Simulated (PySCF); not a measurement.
SMILES C(B(O)O)[SiH2]O[SiH3] (CH9BO3Si2) at its GFN2-xTB optimised geometry (Å):

```
16

O      2.1758    -0.3254    -2.2979
B      1.9387    -0.1516    -0.9646
O      2.0814     1.0990    -0.4685
C      1.4377    -1.2986     0.0000
Si    -0.4661    -1.2986     0.0000
O     -1.0384     0.2124     0.0000
Si    -0.9474     1.8337    -0.0104
H      2.0518    -1.2085    -2.6394
H      2.3360     1.7485    -1.1249
H      1.7813    -1.1144     1.0157
H      1.8016    -2.2833    -0.2894
H     -0.9934    -1.9072    -1.2276
H     -0.9943    -1.9259     1.2117
H     -0.0575     2.2833     1.0531
H     -0.5115     2.2599    -1.3403
H     -2.3360     2.2269     0.2363
```

Level of theory: PySCF 2.14.0 with PBE0/def2-TZVP. Cells within 0.4 Å of a nucleus heavier than hydrogen are left out (blank, or x).

Map of the Laplacian of the electron density (e/bohr⁵), clipped to [-1.50, 1.50] on the plane z = 0.0 Å:

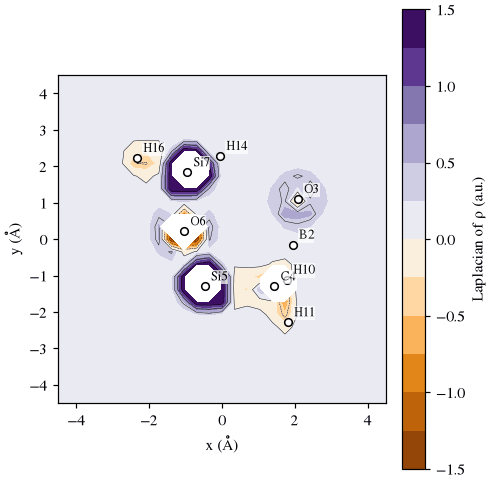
*Laplacian of the electron density (e/bohr⁵), clipped to [-1.50, 1.50] on the plane z = 0.0 Å.*
